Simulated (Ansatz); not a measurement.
**CH6B2Si: shape, modes and thermochemistry**

The task is to find a stationary geometry of CH6B2Si, check the end point by its vibrations and derive ideal-gas thermochemistry, and look at its orbitals and charge.

Program: Ansatz 0.2.0, Gaussian basis. Level of theory: RKS PBE0-D4/def2-TZVP. These are calculated values, not measurements.

Levels to be run: relaxation at PBE-D4/def2-SVP; relaxation at PBE0-D4/def2-TZVP; harmonic vibrations at the same level; a single point in def2-TZVPP for the fields.

### Step 1. Where the work starts

SMILES `B1CB[SiH2]1`, 10 atoms, charge 0, spin multiplicity 1.

Atoms are counted from 1 here; the program's logs count them from 0.

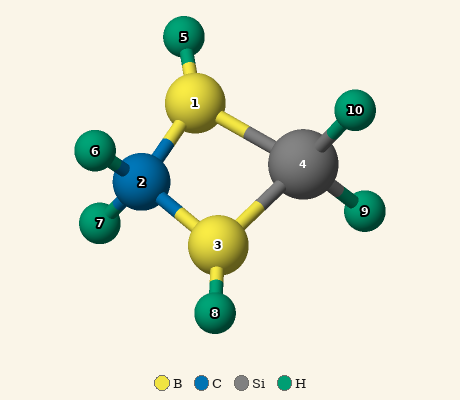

The starting geometry (boron yellow, carbon blue, silicon grey, hydrogen teal); atoms are numbered from 1 in the order of the file.

As a file:

```xyz
10
charge 0, multiplicity 1
B     0.69850   -0.01940   -1.09730
C     0.76250   -0.75130    0.29140
B    -0.49980   -0.22640    1.16410
Si   -0.82730    0.86170   -0.34860
H     1.24710    0.05610   -2.14590
H     0.69020   -1.82890    0.13240
H     1.75480   -0.49960    0.79330
H    -0.85960   -0.40590    2.25320
H    -0.73030    2.30870   -0.06160
H    -2.15290    0.45390   -0.97800
```

The start is a force-field geometry with small random shifts, so a cheaper pass at PBE-D4/def2-SVP comes first.

### Step 2. Relaxation at PBE-D4/def2-SVP (cheap first pass)

The input, in.yaml:

```yaml
crystal:
  periodic: [false, false, false]
  atoms:
    - {symbol: B, position_ang: [0.698500, -0.019400, -1.097300]}
    - {symbol: C, position_ang: [0.762500, -0.751300, 0.291400]}
    - {symbol: B, position_ang: [-0.499800, -0.226400, 1.164100]}
    - {symbol: Si, position_ang: [-0.827300, 0.861700, -0.348600]}
    - {symbol: H, position_ang: [1.247100, 0.056100, -2.145900]}
    - {symbol: H, position_ang: [0.690200, -1.828900, 0.132400]}
    - {symbol: H, position_ang: [1.754800, -0.499600, 0.793300]}
    - {symbol: H, position_ang: [-0.859600, -0.405900, 2.253200]}
    - {symbol: H, position_ang: [-0.730300, 2.308700, -0.061600]}
    - {symbol: H, position_ang: [-2.152900, 0.453900, -0.978000]}
basis:
  gaussian: {orbitals: def2-SVP}
hamiltonian: {xc: pbe, dispersion: d4}
relax: {f_tol: 0.03, max_steps: 200}
```

On the command line:

```console
$ ansatz run in.yaml --threads 2 --pin off --events-out ev --progress --plain --max-ram 4352MiB
```

The log of the run, cut to the lines that bear on the results:

```text
Functional definition: PBE
  name "PBE"
  cite "Perdew, Burke & Ernzerhof, Phys. Rev. Lett. 77, 3865 (1996) doi:10.1103/PhysRevLett.77.3865"
  parent pbe
[...]
1010 factors; their error is unknown
[...]
mean field -10349.02397379 eV, -380.3196162165 hartree, gradient 4.4e-5 eV, S^2 0.000000; 0 other end points of the search recorded, 0 dependent functions left out
[...]
reference -10349.02401088 eV, -380.3196175794 hartree; 18, 18 occupied and 72, 72 virtual orbitals, 1010 factors
relax step   1: F+E_penalty+E_count = -10349.22458625 eV  Δ(F+E_penalty+E_count) = +0.000e0 eV  max|allowed force component| = 2.678e0 eV/Å  Δτ_max = 0.0000 Å  (26 SCF iters, accepted)
[...]
relax step   3: F+E_penalty+E_count = -10350.10791272 eV  Δ(F+E_penalty+E_count) = -1.474e-1 eV  max|allowed force component| = 3.746e-1 eV/Å  Δτ_max = 0.2000 Å  (28 SCF iters, accepted)
[...]
relax step   5: F+E_penalty+E_count = -10350.15172379 eV  Δ(F+E_penalty+E_count) = +2.557e-2 eV  max|allowed force component| = 1.198e0 eV/Å  Δτ_max = 0.1953 Å  (34 SCF iters, rejected (line search))
[...]
relax step   7: F+E_penalty+E_count = -10350.27831657 eV  Δ(F+E_penalty+E_count) = -4.865e-2 eV  max|allowed force component| = 2.817e-1 eV/Å  Δτ_max = 0.0971 Å  (27 SCF iters, accepted)
[...]
relax step  11: F+E_penalty+E_count = -10350.31528583 eV  Δ(F+E_penalty+E_count) = -3.040e-4 eV  max|allowed force component| = 1.400e-2 eV/Å  Δτ_max = 0.0074 Å  (22 SCF iters, accepted)
1010 factors; their error is unknown
[...]
mean field -10350.11842692 eV, -380.3598366270 hartree, gradient 2.6e-5 eV, S^2 0.000000; 1 other end points of the search recorded, 0 dependent functions left out
[...]
reference -10350.11846341 eV, -380.3598379681 hartree; 18, 18 occupied and 72, 72 virtual orbitals, 1010 factors
Total energy: -10350.31532232 eV, -380.3670723996 hartree
Atom 0 at     0.669660    -0.012578    -1.072556 Å, force     0.000982    -0.009802     0.002264 eV/Å
Atom 1 at     0.622125    -0.961919     0.194414 Å, force    -0.009122     0.007350    -0.000865 eV/Å
Atom 2 at    -0.414573    -0.254913     1.161144 Å, force     0.003135    -0.013996    -0.006617 eV/Å
Atom 3 at    -0.800479     1.139971    -0.268004 Å, force    -0.007735     0.005924    -0.003488 eV/Å
Atom 4 at     1.373545    -0.107079    -2.059693 Å, force    -0.001395     0.000806     0.003740 eV/Å
Atom 5 at     0.927242    -2.028762     0.226817 Å, force     0.007173     0.000506     0.003415 eV/Å
Atom 6 at     1.480316    -0.375976     0.674503 Å, force     0.002817    -0.002368     0.000802 eV/Å
Atom 7 at    -0.737454    -0.579892     2.287584 Å, force     0.002410     0.003437    -0.001667 eV/Å
Atom 8 at    -1.023724     2.630724    -0.214818 Å, force    -0.001040     0.002751     0.000085 eV/Å
Atom 9 at    -2.013459     0.499322    -0.926390 Å, force     0.002774     0.005391     0.002331 eV/Å
Dipole moment:     0.228504    -0.129844     0.096868 e Å
```

It took 9 s on 2 threads of Intel Xeon 6975P-C, shared host.

Along the way: (the energy doesn't fall at every step)

```csv
step,energy from step 1 (eV),largest force component (eV/Å)
1,0.0000,2.6778
2,-0.7359,1.2516
3,-0.8833,0.3746
4,-0.9527,0.3152
5,-0.9271,1.1980
6,-1.0051,0.3636
7,-1.0537,0.2817
8,-1.0893,0.1211
9,-1.0897,0.0816
10,-1.0904,0.0599
11,-1.0907,0.0140
```

Distances of close pairs at the start and the end, largest changes first:

```csv
bond,before (Å),after (Å),change (Å)
B3–Si4,1.892,2.034,+0.142
B1–Si4,1.914,2.034,+0.120
B3–H8,1.161,1.216,+0.055
C2–B3,1.622,1.584,-0.038
B1–H5,1.186,1.216,+0.030
Si4–H9,1.478,1.508,+0.030
C2–H6,1.092,1.110,+0.018
B1–C2,1.571,1.584,+0.013
```

### Step 3. Geometry optimisation, PBE0-D4/def2-TZVP

The input, in.yaml:

```yaml
crystal:
  periodic: [false, false, false]
  atoms:
    - {symbol: B, position_ang: [0.669660, -0.012578, -1.072556]}
    - {symbol: C, position_ang: [0.622125, -0.961919, 0.194414]}
    - {symbol: B, position_ang: [-0.414573, -0.254913, 1.161144]}
    - {symbol: Si, position_ang: [-0.800479, 1.139971, -0.268004]}
    - {symbol: H, position_ang: [1.373545, -0.107079, -2.059693]}
    - {symbol: H, position_ang: [0.927242, -2.028762, 0.226817]}
    - {symbol: H, position_ang: [1.480316, -0.375976, 0.674503]}
    - {symbol: H, position_ang: [-0.737454, -0.579892, 2.287584]}
    - {symbol: H, position_ang: [-1.023724, 2.630724, -0.214818]}
    - {symbol: H, position_ang: [-2.013459, 0.499322, -0.926390]}
basis:
  gaussian: {orbitals: def2-TZVP}
hamiltonian: {xc: pbe0, dispersion: d4}
relax: {f_tol: 0.005, max_steps: 150}
```

Same command.

The log of the run, cut to the lines that bear on the results:

```text
Functional definition: PBE0
  name "PBE0"
  cite "Adamo & Barone, J. Chem. Phys. 110, 6158 (1999) doi:10.1063/1.478522"
  cite "Perdew, Burke & Ernzerhof, Phys. Rev. Lett. 77, 3865 (1996) doi:10.1103/PhysRevLett.77.3865"
  parent pbe
[...]
1050 factors; their error is unknown
[...]
mean field -10356.90216431 eV, -380.6091343781 hartree, gradient 4.7e-5 eV, S^2 0.000000; 0 other end points of the search recorded, 0 dependent functions left out
[...]
reference -10356.90219965 eV, -380.6091356765 hartree; 18, 18 occupied and 148, 148 virtual orbitals, 1050 factors
relax step   1: F+E_penalty+E_count = -10357.06717431 eV  Δ(F+E_penalty+E_count) = +0.000e0 eV  max|allowed force component| = 5.474e-1 eV/Å  Δτ_max = 0.0000 Å  (26 SCF iters, accepted)
[...]
Atom 0 at     0.417331    -0.299461    -0.907441 Å, force    -0.000157     0.001312    -0.000281 eV/Å
Atom 1 at     0.923697    -0.694213     0.516642 Å, force    -0.000355    -0.000689     0.001393 eV/Å
Atom 2 at    -0.496998    -0.452492     0.976659 Å, force     0.000078    -0.000595    -0.000422 eV/Å
Atom 3 at    -0.961473     1.046811    -0.241273 Å, force    -0.000173    -0.000343    -0.000127 eV/Å
Atom 4 at     0.830903    -0.748650    -1.932183 Å, force     0.000038    -0.000205     0.000014 eV/Å
Atom 5 at     1.654520    -1.450711     0.779936 Å, force    -0.000174    -0.000097    -0.000127 eV/Å
Atom 6 at     1.450127     0.280949     0.209897 Å, force    -0.000155     0.000482    -0.000532 eV/Å
Atom 7 at    -1.168754    -1.324067     1.440800 Å, force     0.000444     0.000397     0.000109 eV/Å
Atom 8 at    -0.285060     2.338402     0.047001 Å, force     0.000284    -0.000247    -0.000064 eV/Å
Atom 9 at    -2.281093     1.252331    -0.887037 Å, force     0.000170    -0.000016     0.000037 eV/Å
Dipole moment:     0.231344    -0.035595    -0.013047 e Å
```

Wall time 74 s (2 threads of Intel Xeon 6975P-C, shared host).

Along the way: (not every step is listed) (the energy doesn't fall at every step)

```csv
step,energy from step 1 (eV),largest force component (eV/Å)
1,0.0000,0.5474
2,-0.0289,0.1470
3,-0.0316,0.0316
4,-0.0325,0.0219
5,-0.0351,0.1010
6,-0.0335,0.3015
7,-0.0398,0.1043
8,-0.0508,0.1618
9,-0.0716,0.3169
11,-0.1957,0.5223
13,-0.1754,0.6857
15,-0.2997,0.2510
17,-0.3048,0.0695
19,-0.3050,0.0186
21,-0.3052,0.0126
23,-0.3053,0.0215
25,-0.2938,0.3885
27,-0.3091,0.0350
29,-0.3134,0.0685
31,-0.3157,0.3641
33,-0.3247,0.0598
35,-0.3267,0.1420
36,-0.3274,0.0444
37,-0.3270,0.0488
38,-0.3276,0.0131
39,-0.3276,0.0078
40,-0.3276,0.0014
```

The force was under the threshold of 0.005 eV/Å already at step 20, but the program went on to step 40.

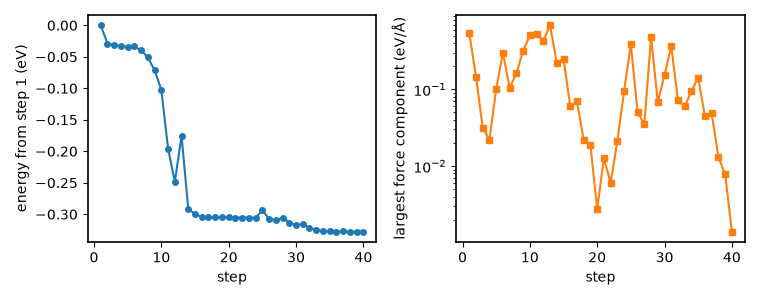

Energy and force, step by step.

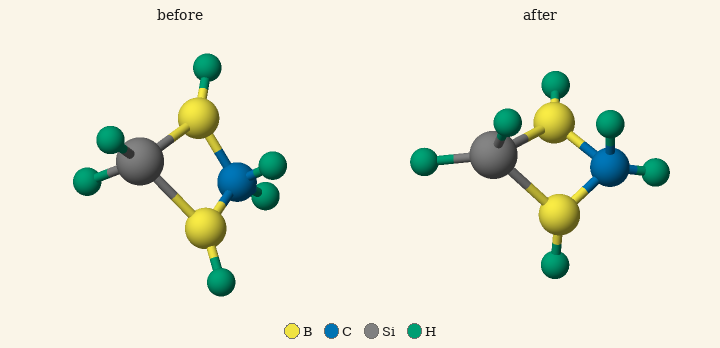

Before and after, at one scale.

Distances of close pairs at the start and the end, largest changes first:

| bond | before (Å) | after (Å) | change (Å) |
| --- | --- | --- | --- |
| C2–B3 | 1.584 | 1.513 | -0.071 |
| B3–Si4 | 2.034 | 1.987 | -0.047 |
| Si4–H10 | 1.522 | 1.483 | -0.038 |
| C2–H6 | 1.110 | 1.084 | -0.026 |
| B1–H5 | 1.216 | 1.193 | -0.023 |
| Si4–H9 | 1.508 | 1.486 | -0.022 |
| B1–C2 | 1.584 | 1.562 | -0.022 |
| B3–H8 | 1.216 | 1.194 | -0.022 |

Mulliken charges at the end point, from the run's report:

```
atom  value (e)
  B1      -0.07
  C2      -0.20
  B3      -0.07
 Si4      -0.04
  H5       0.06
  H6       0.15
  H7       0.18
  H8       0.03
  H9       0.00
 H10      -0.02
```

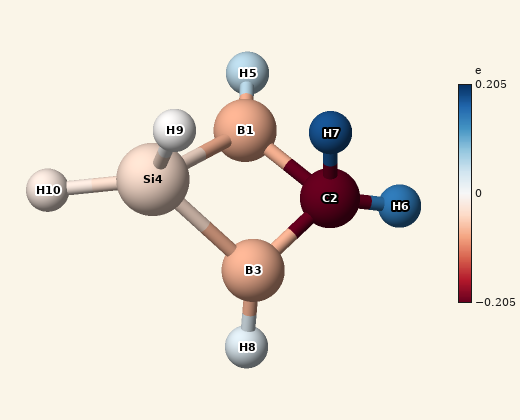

Mulliken charges at the end point, from the run's report, as colours on the atoms.

### Step 4. Vibrations by finite differences

The input, in.yaml:

```yaml
crystal:
  periodic: [false, false, false]
  atoms:
    - {symbol: B, position_ang: [0.417331, -0.299461, -0.907441]}
    - {symbol: C, position_ang: [0.923697, -0.694213, 0.516642]}
    - {symbol: B, position_ang: [-0.496998, -0.452492, 0.976659]}
    - {symbol: Si, position_ang: [-0.961473, 1.046811, -0.241273]}
    - {symbol: H, position_ang: [0.830903, -0.748650, -1.932183]}
    - {symbol: H, position_ang: [1.654520, -1.450711, 0.779936]}
    - {symbol: H, position_ang: [1.450127, 0.280949, 0.209897]}
    - {symbol: H, position_ang: [-1.168754, -1.324067, 1.440800]}
    - {symbol: H, position_ang: [-0.285060, 2.338402, 0.047001]}
    - {symbol: H, position_ang: [-2.281093, 1.252331, -0.887037]}
basis:
  gaussian: {orbitals: def2-TZVP}
hamiltonian: {xc: pbe0, dispersion: d4}
phonons: {temperatures: {t_min: 298.15, t_max: 900, t_step: 200}}
```

The command is unchanged.

The log of the run, cut to the lines that bear on the results:

```text
Functional definition: PBE0
  name "PBE0"
  cite "Adamo & Barone, J. Chem. Phys. 110, 6158 (1999) doi:10.1063/1.478522"
  cite "Perdew, Burke & Ernzerhof, Phys. Rev. Lett. 77, 3865 (1996) doi:10.1103/PhysRevLett.77.3865"
  parent pbe
[...]
1050 factors; their error is unknown
[...]
mean field -10357.22720767 eV, -380.6210795010 hartree, gradient 1.2e-5 eV, S^2 0.000000; 0 other end points of the search recorded, 0 dependent functions left out
[...]
reference -10357.22724242 eV, -380.6210807783 hartree; 18, 18 occupied and 148, 148 virtual orbitals, 1050 factors
[...]
1050 factors; their error is unknown
mean field -10357.22716569 eV, -380.6210779583 hartree, gradient 9.2e-7 eV, S^2 0.000000; 0 other end points of the search recorded, 0 dependent functions left out
[...]
reference -10357.22720045 eV, -380.6210792357 hartree; 18, 18 occupied and 148, 148 virtual orbitals, 1050 factors
[...]
Atom 2 at    -0.496998    -0.452492     0.976659 Å, force     0.000121    -0.000599    -0.000453 eV/Å
Atom 3 at    -0.961473     1.046811    -0.241273 Å, force    -0.000211    -0.000226    -0.000090 eV/Å
Atom 4 at     0.830903    -0.748650    -1.932183 Å, force    -0.000013    -0.000240     0.000010 eV/Å
Atom 5 at     1.654520    -1.450711     0.779936 Å, force    -0.000195    -0.000118    -0.000140 eV/Å
Atom 6 at     1.450127     0.280949     0.209897 Å, force    -0.000476     0.000541    -0.000503 eV/Å
Atom 7 at    -1.168754    -1.324067     1.440800 Å, force     0.000476     0.000407     0.000126 eV/Å
Atom 8 at    -0.285060     2.338402     0.047001 Å, force     0.000314    -0.000245    -0.000049 eV/Å
Atom 9 at    -2.281093     1.252331    -0.887037 Å, force     0.000176    -0.000012     0.000023 eV/Å
Dipole moment:     0.231341    -0.035593    -0.013045 e Å
Vibrations: 295.29 316.64 383.49 468.92 544.05 568.47 629.67 634.33 732.46 772.21 800.43 858.71 906.86 938.85 975.74 1094.60 1150.42 1365.79 2222.44 2243.90 2637.41 2642.49 2656.45 3196.30 cm⁻¹, zero-point energy 1.799997 eV
```

It took 77 s on 2 threads of Intel Xeon 6975P-C, shared host.

Motions are named by where the mode's potential energy lies. Wavenumbers, unscaled:

```csv
mode,cm⁻¹,motion
1,295,torsion
2,317,torsion with bend
3,383,torsion with bend
4,469,torsion with bend
5,544,bend with torsion
6,568,torsion with Si–B stretch
7,630,torsion with Si–B stretch
8,634,torsion with Si–B stretch
9,732,bend with torsion
10,772,torsion with bend
11,800,torsion with bend
12,859,bend with torsion
13,907,bend with torsion
14,939,bend with torsion
15,976,bend with torsion
16,1095,bend with torsion
17,1150,bend with B–C stretch
18,1366,bend
19,2222,Si–H stretch
20,2244,Si–H stretch
21,2637,B–H stretch
22,2642,B–H and C–H stretch
23,2656,C–H and B–H stretch
24,3196,C–H stretch
```

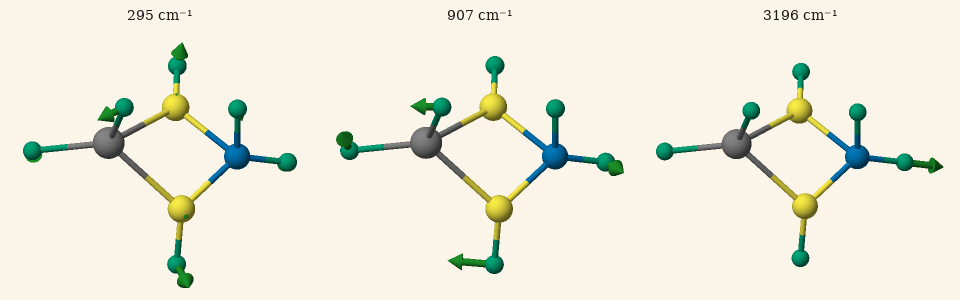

How the atoms move in 3 of the modes.

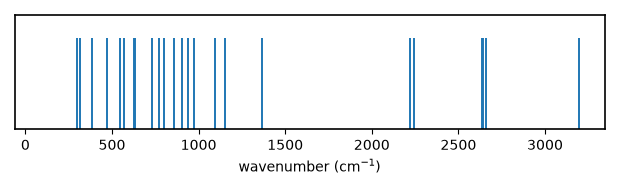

The harmonic wavenumbers as sticks (no intensities were computed).

Ideal gas, rigid rotor and harmonic oscillator at 298.15 K and 1 bar, with symmetry number 1:

```
                term            value
   zero-point energy    41.5 kcal/mol
          H(298) − E    45.5 kcal/mol
entropy, translation  161.4 J/(mol K)
   entropy, rotation  102.9 J/(mol K)
  entropy, vibration   32.5 J/(mol K)
      entropy, total  296.8 J/(mol K)
```

### Step 5. Fields at the relaxed geometry

in.yaml, as its differences from that of step 4:

```diff
@@ -14,4 +14,4 @@
 basis:
-  gaussian: {orbitals: def2-TZVP}
+  gaussian: {orbitals: def2-TZVPP}
 hamiltonian: {xc: pbe0, dispersion: d4}
-phonons: {temperatures: {t_min: 298.15, t_max: 900, t_step: 200}}
+output: {orbitals: {seedname: orbitals}}
```

Same command.

The log of the run:

```text
Functional definition: PBE0
  name "PBE0"
  cite "Adamo & Barone, J. Chem. Phys. 110, 6158 (1999) doi:10.1063/1.478522"
  cite "Perdew, Burke & Ernzerhof, Phys. Rev. Lett. 77, 3865 (1996) doi:10.1103/PhysRevLett.77.3865"
  parent pbe
  parameter a = 0.25
  parameter kappa = 0.804
  parameter beta = 0.06672455060314922
  exchange = (1 - a)*pbe_x(kappa = kappa, mu = beta*pi^2/3) + a*exact_x
  correlation = pbe_c(beta = beta)
1163 factors; their error is unknown
mean field evaluation 1: about -10350.3507 eV, gradient 5.2e1 eV
mean field evaluation 2: about -10344.0786 eV, gradient 6.7e1 eV
mean field evaluation 4: about -10357.2319 eV, gradient 2.8e0 eV
mean field evaluation 8: about -10357.2560 eV, gradient 2.9e-2 eV
mean field evaluation 16: about -10357.2664 eV, gradient 4.3e-5 eV
mean field -10357.26635616 eV, -380.6225181815 hartree, gradient 4.3e-5 eV, S^2 0.000000; 0 other end points of the search recorded, 0 dependent functions left out
reference -10357.26639081 eV, -380.6225194549 hartree; 18, 18 occupied and 201, 201 virtual orbitals, 1163 factors
Total energy: -10357.43395647 eV, -380.6286773796 hartree
```

Run time: 1.9 s. Hardware: 2 threads of Intel Xeon 6975P-C, shared host; peak memory 0.43 GiB.

The fields below are evaluated on a grid from the run's orbitals.

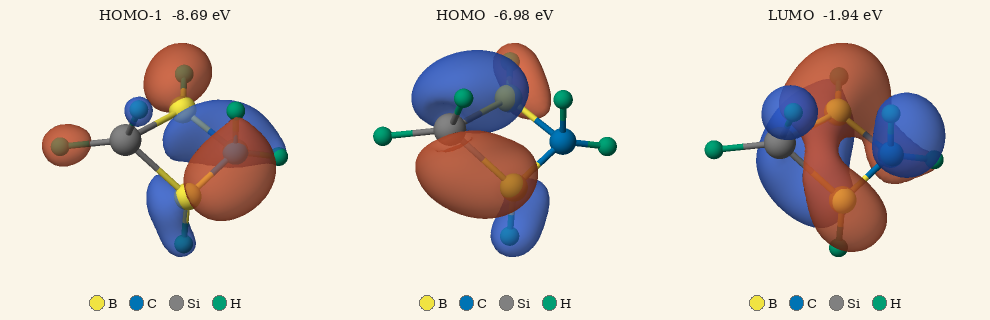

PBE0-D4/def2-TZVPP orbitals near the gap, drawn at the value that encloses 70 % of each; the two colours are the two signs.

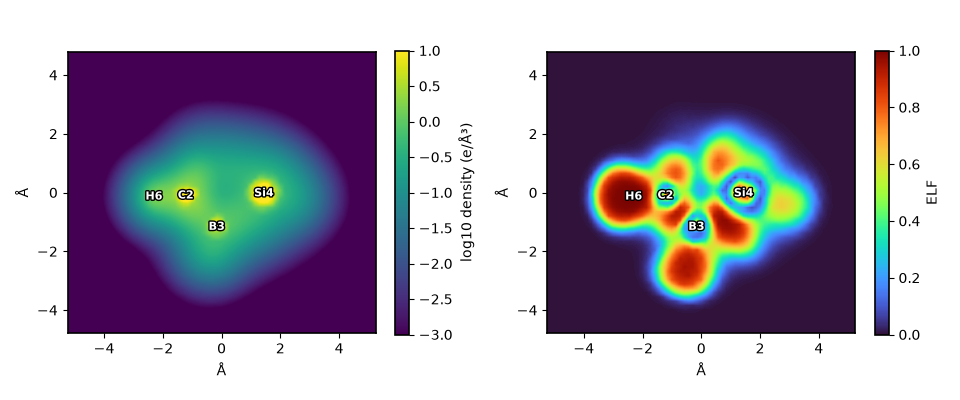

Density (left) and ELF (right) in a plane through or near 4 of the atoms.

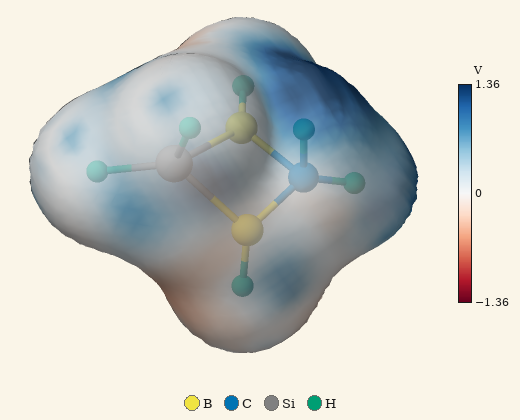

Electrostatic potential on the surface of density 0.002 e/bohr³; red is low, blue high. It runs from -0.35 to 1.36 V.

### Step 6. What came out

```
                  quantity            value
               point group               C1
                     steps          11 + 40
shift from the start (rms)          0.793 Å
              total energy   -10357.3948 eV
           dispersion term         -168 meV
             dipole moment           1.13 D
lowest, highest wavenumber   295, 3196 cm⁻¹
         zero-point energy    41.5 kcal/mol
       entropy at 298.15 K  296.8 J/(mol K)
                HOMO, LUMO  -6.98, -1.94 eV
```

In words: The atoms moved 0.79 Å (rms) from the start; the bond that changed most is B1–Si4, from 1.914 to 2.039 Å. All wavenumbers are real, so the end point is a minimum. The stiffest mode, 3196 cm⁻¹, is a C–H stretch. Harmonic hybrid wavenumbers usually lie a few per cent above measured fundamentals. The largest Mulliken charge, -0.20 e, sits on C2. The HOMO lies mostly on Si4 30 %; B1, B3 about 23 % each and the LUMO on B1 32 %; B3 17 %.
